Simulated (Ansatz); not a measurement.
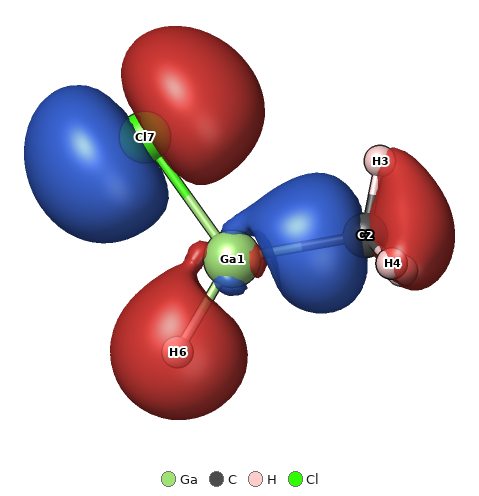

CH$_{4}$ClGa. The HOMO at ±0.08 Å⁻³ᐟ² (blue and red are the two phases), seen across its widest extent.

Computed with RKS BLYP-D4/def2-SVP (Ansatz 0.2.0).

```xyz
7

Ga    0.6794    0.0802   -0.0383
C     1.0804   -0.0527    1.8978
H     0.1549   -0.2205    2.4792
H     1.7866   -0.8887    2.0779
H     1.5681    0.8817    2.2432
H     1.6477    0.2982   -1.2644
Cl   -1.4399   -0.0982   -0.5926
```

### Describe this orbital and give its energy.

It lies mainly on Cl7 (about 60 %), C2 (about 15 %), Ga1 (about 10 %) and H6 (about 10 %). Its energy is −6.45 eV.
